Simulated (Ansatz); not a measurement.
Input file:

```
crystal:
  periodic: [false, false, false]
  atoms:
    - {symbol: Si, position_ang: [-1.008170, -0.126520, -0.670663]}
    - {symbol: Si, position_ang: [-0.164239, -0.087885, 1.825789]}
    - {symbol: F, position_ang: [-2.204008, 0.478310, 0.247862]}
    - {symbol: F, position_ang: [-0.915653, 1.098625, -1.705403]}
    - {symbol: Cl, position_ang: [-2.127129, -1.701499, -1.421121]}
    - {symbol: H, position_ang: [1.404986, 0.446020, -0.810974]}
    - {symbol: N, position_ang: [0.631383, -0.772641, -1.149385]}
    - {symbol: H, position_ang: [0.607942, 0.907870, 0.489275]}
    - {symbol: O, position_ang: [1.578762, 1.331773, -0.214468]}
    - {symbol: H, position_ang: [1.176931, -0.430739, 2.382679]}
    - {symbol: H, position_ang: [-0.887179, -1.394669, 1.722221]}
    - {symbol: H, position_ang: [-0.899300, 0.808529, 2.745048]}
    - {symbol: H, position_ang: [0.928709, -1.571053, -0.598291]}
    - {symbol: H, position_ang: [0.610200, -1.077466, -2.119215]}
    - {symbol: H, position_ang: [1.266666, 2.091146, -0.723456]}
basis:
  gaussian: {orbitals: def2-TZVPP}
hamiltonian: {xc: pbe0, dispersion: d4}
output: {orbitals: {seedname: orbitals}}
```

Command:

```sh
ansatz run in.yaml --threads 4 --pin off --events-out ev --progress --plain --max-ram 46080MiB --backend cuda --devices 0, --max-vram 37GiB
```

A transition-state structure; geometry: PBE0-D4/def2-TZVP.

Level of theory: RKS PBE0-D4/def2-TZVPP in Ansatz 0.2.0.

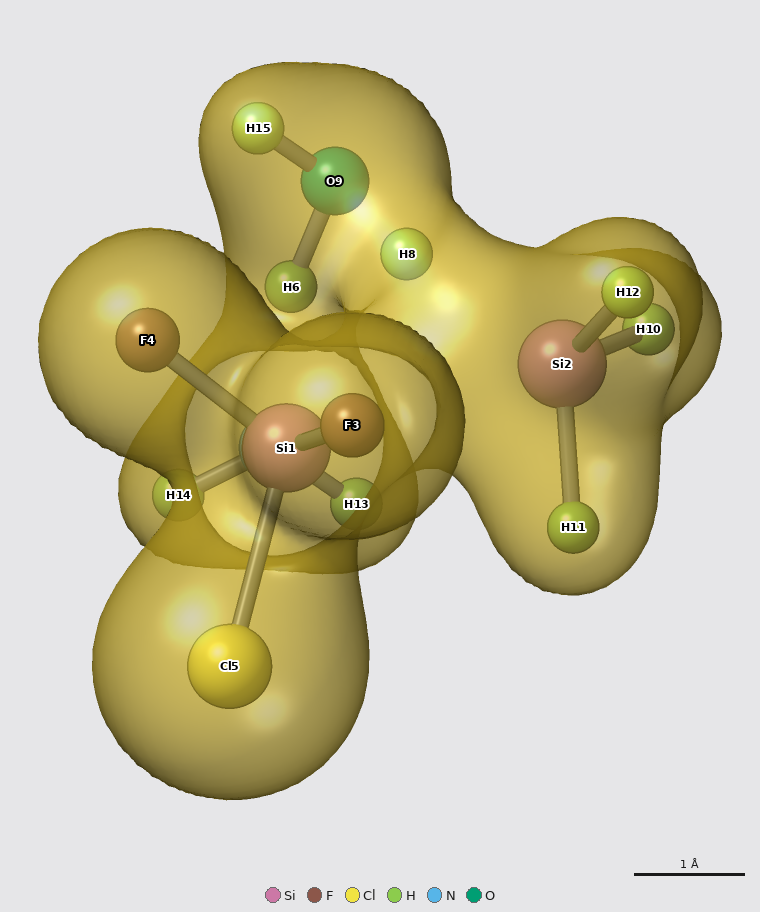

ClF$_{2}$H$_{2}$NSi···H$_{3}$Si···H$_{2}$O···H. Isosurface of the total electron density at 0.2 e/Å³ (yellow), seen at a tilt.

**What does this surface tell about the bonding?**

At this value the surface is in one piece. It bridges the sampled O···H (1.27 Å), Si–F (1.61 Å), Si–N (1.83 Å) and Si–Cl (2.07 Å) contacts, where the density stays above the isovalue. On the grid the lowest density along these lines, outside the cores, is 1 e/Å³ (O···H, 1.27 Å), 1 e/Å³ (Si–F, 1.61 Å), 0.79 e/Å³ (Si–N, 1.83 Å) and 0.67 e/Å³ (Si–Cl, 2.07 Å).
